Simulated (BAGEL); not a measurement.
# triplet B2NH2F3 at 3 levels

We compute a comparison of 3 runs (UHF/3-21G, ROHF/6-31G*, UHF/6-31G*) of triplet B2NH2F3. 

The calculation is run with BAGEL 1.2.2.

1 further run of the same task is left out (set aside as unsound or not needed).

## (1) The molecule

The species is B2NH2F3 (8 atoms), meant as a triplet with charge 0. As SMILES of the parent species, `NB(F)B(F)F`. The shape is that of a GFN2-xTB optimisation. That shape belongs to the parent species and isn't relaxed for this state.

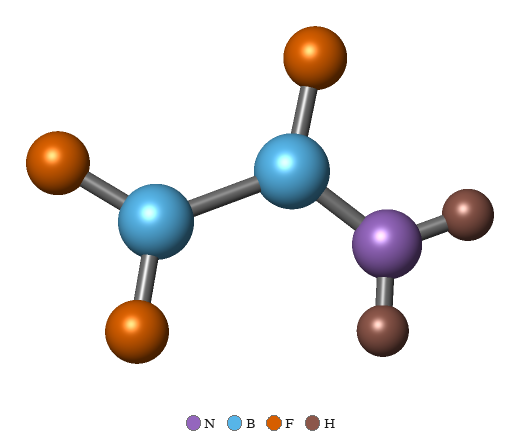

Viewed from a chosen angle; nitrogen purple, boron blue, fluorine orange, hydrogen brown.

## (2) The energy at UHF/3-21G (density fitting with qzvpp-jkfit) (run 1)

Input file calc.json:

```json
{ "bagel": [

{
  "title": "molecule",
  "basis": "3-21g",
  "df_basis": "qzvpp-jkfit",
  "angstrom": true,
  "geometry": [
    { "atom": "N", "xyz": [    0.340750,   -1.267510,    0.299020 ] },
    { "atom": "B", "xyz": [    0.545740,    0.021990,   -0.165570 ] },
    { "atom": "F", "xyz": [    1.788340,    0.278040,   -0.605690 ] },
    { "atom": "B", "xyz": [   -0.688910,    1.188210,   -0.169590 ] },
    { "atom": "F", "xyz": [   -0.660800,    2.376820,   -0.741400 ] },
    { "atom": "F", "xyz": [   -1.859070,    0.964870,    0.418990 ] },
    { "atom": "H", "xyz": [   -0.535150,   -1.598740,    0.661850 ] },
    { "atom": "H", "xyz": [    1.069100,   -1.963680,    0.302390 ] }
  ]
},
{ "title": "uhf", "nopen": 2 },
{ "title": "print", "file": "orbitals.molden", "orbitals": true }

]}
```

Started as:

```sh
$ BAGEL_NUM_THREADS=1 BAGEL calc.json > calc.out
```

Standard output:

```text
* using 1 threads per process

  ===============================================================
  ===============================================================

  *** Geometry ***

  { "atom" : "N", "xyz" : [      0.643924,     -2.395247,      0.565066 ] },
  { "atom" : "B", "xyz" : [      1.031299,      0.041555,     -0.312882 ] },
  { "atom" : "F", "xyz" : [      3.379473,      0.525419,     -1.144588 ] },
[... 4 lines of this table left out ...]
  { "atom" : "H", "xyz" : [      2.020306,     -3.710817,      0.571434 ] },

  Number of auxiliary basis functions:      494

  Since a DF basis is specified, we compute 2- and 3-index integrals:
    o Being stored without compression. Storage requirement is 0.013 GB

  Number of basis functions:       58
  Number of electrons      :       46

    * METHOD: MOLECULE                             0.20

  *** Open-shell HF ***

  === Nuclear Repulsion ===
   206.1247785762

      * DIIS with orbital gradients will be used.

  === UHF iteration (3-21g) ===
      0       -400.90312340          0.05850688           0.09
      1       -401.07270589          0.03509926           0.09
      2       -401.12022556          0.02077029           0.09
[... 22 lines of this table left out ...]
     25       -401.14534199          0.00000001           0.10
    * SCF iteration converged.

    * S^2 (UHF) is 2.0053

    * Permanent dipole moment:
           (   -0.287135,     1.469905,    -0.376734) a.u.

    * METHOD: UHF                                  2.44

    * METHOD: PRINT                                0.01

  ===============================================================
```

It took 2.8 s on 1 thread of Arm Neoverse V1, shared host; peak memory 0.091 GiB.

## (3) The energy at ROHF/6-31G(d) (density fitting with qzvpp-jkfit, spherical functions) (run 2)

Input file input.json:

```json
{ "bagel": [

{
  "title": "molecule",
  "basis": "6-31gs.json",
  "df_basis": "qzvpp-jkfit",
  "angstrom": "true",
  "geometry": [
    { "atom": "N", "xyz": [       0.340750,      -1.267510,       0.299020 ] },
    { "atom": "B", "xyz": [       0.545740,       0.021990,      -0.165570 ] },
    { "atom": "F", "xyz": [       1.788340,       0.278040,      -0.605690 ] },
    { "atom": "B", "xyz": [      -0.688910,       1.188210,      -0.169590 ] },
    { "atom": "F", "xyz": [      -0.660800,       2.376820,      -0.741400 ] },
    { "atom": "F", "xyz": [      -1.859070,       0.964870,       0.418990 ] },
    { "atom": "H", "xyz": [      -0.535150,      -1.598740,       0.661850 ] },
    { "atom": "H", "xyz": [       1.069100,      -1.963680,       0.302390 ] }
  ]
},

{ "title": "rohf", "nopen": 2 },

{ "title": "print", "file": "orbitals.molden", "orbitals": "true" }

]}
```

The basis set 6-31G* is read from a file made from the Basis Set Exchange's data (not shown).

Started as:

```sh
$ BAGEL_NUM_THREADS=1 BAGEL input.json > input.out
```

Standard output:

```text
* using 1 threads per process

  ===============================================================
  ===============================================================

  *** Geometry ***

  { "atom" : "N", "xyz" : [      0.643924,     -2.395247,      0.565066 ] },
  { "atom" : "B", "xyz" : [      1.031299,      0.041555,     -0.312882 ] },
  { "atom" : "F", "xyz" : [      3.379473,      0.525419,     -1.144588 ] },
[... 4 lines of this table left out ...]
  { "atom" : "H", "xyz" : [      2.020306,     -3.710817,      0.571434 ] },

  Number of auxiliary basis functions:      494

  Since a DF basis is specified, we compute 2- and 3-index integrals:
    o Being stored without compression. Storage requirement is 0.031 GB

  Number of basis functions:       88
  Number of electrons      :       46

    * METHOD: MOLECULE                             0.27

  *** Open-shell HF ***

  === Nuclear Repulsion ===
   206.1247785762

      * DIIS with orbital gradients will be used.

  === ROHF iteration (6-31gs.json) ===
      0       -402.98612029          0.04522307           0.15
      1       -403.19568423          0.02958247           0.17
      2       -403.26574675          0.01814044           0.15
[... 16 lines of this table left out ...]
     19       -403.31043650          0.00000001           0.15
    * SCF iteration converged.

    * S^2 (ROHF) is 2.0000

    * Permanent dipole moment:
           (   -0.196400,     1.244184,    -0.330336) a.u.

    * METHOD: ROHF                                 3.28

    * METHOD: PRINT                                0.02

  ===============================================================
```

Wall time 3.9 s (1 thread of Arm Neoverse V1, shared host); peak memory 0.12 GiB.

## (4) A single-point energy at UHF/6-31G(d) (density fitting with qzvpp-jkfit, spherical functions) (run 3)

Input file hf.json:

```json
{ "bagel": [

{
  "title": "molecule",
  "basis": "6-31gs.json",
  "df_basis": "qzvpp-jkfit",
  "angstrom": true,
  "geometry": [
    { "atom": "N", "xyz": [    0.340750,   -1.267510,    0.299020 ] },
    { "atom": "B", "xyz": [    0.545740,    0.021990,   -0.165570 ] },
    { "atom": "F", "xyz": [    1.788340,    0.278040,   -0.605690 ] },
    { "atom": "B", "xyz": [   -0.688910,    1.188210,   -0.169590 ] },
    { "atom": "F", "xyz": [   -0.660800,    2.376820,   -0.741400 ] },
    { "atom": "F", "xyz": [   -1.859070,    0.964870,    0.418990 ] },
    { "atom": "H", "xyz": [   -0.535150,   -1.598740,    0.661850 ] },
    { "atom": "H", "xyz": [    1.069100,   -1.963680,    0.302390 ] }
  ]
},
{
  "title": "uhf",
  "nopen": 2
},
{
  "title": "print",
  "file": "orbitals.molden",
  "orbitals": true
}

]}
```

The basis set 6-31G* is read from a file made from the Basis Set Exchange's data (not shown).

Started as:

```sh
$ BAGEL_NUM_THREADS=1 BAGEL hf.json > hf.out
```

Standard output:

```text
* using 1 threads per process

  ===============================================================
  ===============================================================

  *** Geometry ***

  { "atom" : "N", "xyz" : [      0.643924,     -2.395247,      0.565066 ] },
  { "atom" : "B", "xyz" : [      1.031299,      0.041555,     -0.312882 ] },
  { "atom" : "F", "xyz" : [      3.379473,      0.525419,     -1.144588 ] },
[... 4 lines of this table left out ...]
  { "atom" : "H", "xyz" : [      2.020306,     -3.710817,      0.571434 ] },

  Number of auxiliary basis functions:      494

  Since a DF basis is specified, we compute 2- and 3-index integrals:
    o Being stored without compression. Storage requirement is 0.031 GB

  Number of basis functions:       88
  Number of electrons      :       46

    * METHOD: MOLECULE                             0.26

  *** Open-shell HF ***

  === Nuclear Repulsion ===
   206.1247785762

      * DIIS with orbital gradients will be used.

  === UHF iteration (6-31gs.json) ===
      0       -402.98612029          0.04522307           0.15
      1       -403.20131269          0.02925397           0.15
      2       -403.27071676          0.01772675           0.15
[... 17 lines of this table left out ...]
     20       -403.31267981          0.00000001           0.15
    * SCF iteration converged.

    * S^2 (UHF) is 2.0048

    * Permanent dipole moment:
           (   -0.199608,     1.253251,    -0.333227) a.u.

    * METHOD: UHF                                  3.37

    * METHOD: PRINT                                0.02

  ===============================================================
```

It took 3.9 s on 1 thread of Arm Neoverse V1, shared host; peak memory 0.12 GiB.

## (5) All runs side by side

```tsv
run	level	energy (Eh)	dipole moment (D)	⟨S²⟩	wall time
1	UHF/3-21G (density fitting with qzvpp-jkfit)	-401.145342	3.93	2.005	2.8 s
2	ROHF/6-31G* (density fitting with qzvpp-jkfit, spherical functions)	-403.310436	3.31	2.000	3.9 s
3	UHF/6-31G* (density fitting with qzvpp-jkfit, spherical functions)	-403.312680	3.33	2.005	3.9 s
```

## (6) Results

| quantity | value |
| --- | --- |
| run 3: total energy | -403.31268 Eh |
| run 3: dipole moment | 3.33 D |
| run 3: ⟨S²⟩ | 2.005 |

The dipole moment (its size) runs from 3.31 D (ROHF/6-31G*) to 3.93 D (UHF/3-21G). The two ends differ in method and basis. All runs together took 11 s, the longest 3.9 s.
